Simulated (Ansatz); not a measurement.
As$_{4}$Ga$_{3}$ (charge −1)

Input

```
crystal:
  periodic: [false, false, false]
  atoms:
    - {symbol: Ga, position_ang: [0.085188, -1.582751, 2.458954]}
    - {symbol: Ga, position_ang: [2.019839, 1.113704, -0.952912]}
    - {symbol: Ga, position_ang: [-1.329117, 1.419563, -1.139764]}
    - {symbol: As, position_ang: [0.377144, 0.820899, 1.300136]}
    - {symbol: As, position_ang: [0.443946, -0.197018, -2.410205]}
    - {symbol: As, position_ang: [0.181691, -1.235728, -0.241562]}
    - {symbol: As, position_ang: [-1.778690, -0.338669, 0.985352]}
basis:
  gaussian: {orbitals: def2-TZVPD, initial_orbitals: start.molden}
total_charge: -1
hamiltonian: {xc: pbe0, dispersion: d4}
scf: {omitted_lower_state_checks: [starts]}
output: {orbitals: {seedname: orbitals}}
```

Run with:

```sh
ansatz run in.yaml --threads 4 --pin off --events-out ev --progress --plain --max-ram 6963MiB
```

Geometry: PBE0-D4/def2-SVP.

Theory: Ansatz, RKS PBE0-D4/def2-TZVPD.

What can the converged electron density and electron localisation function tell about the bonding?

Ga–As (2.51 Å): ρ at the midpoint is about 0.44 e/Å³; the ELF peaks at about 0.70 in the valence shell of As, 1.1 Å from its nucleus, and is about 0.65 at the midpoint.
As–As (2.47 Å): ρ at the midpoint is about 0.51 e/Å³; the ELF peaks at about 0.65 between the atoms.

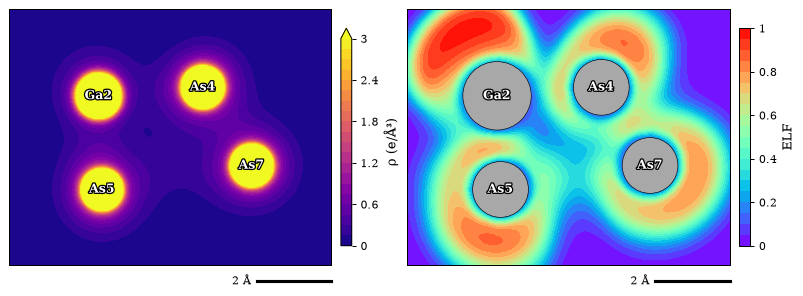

Computed electron density and electron localisation function on the plane of atoms Ga2, As4 and As7, in this order. Grey discs cover the atomic cores in the ELF map. 
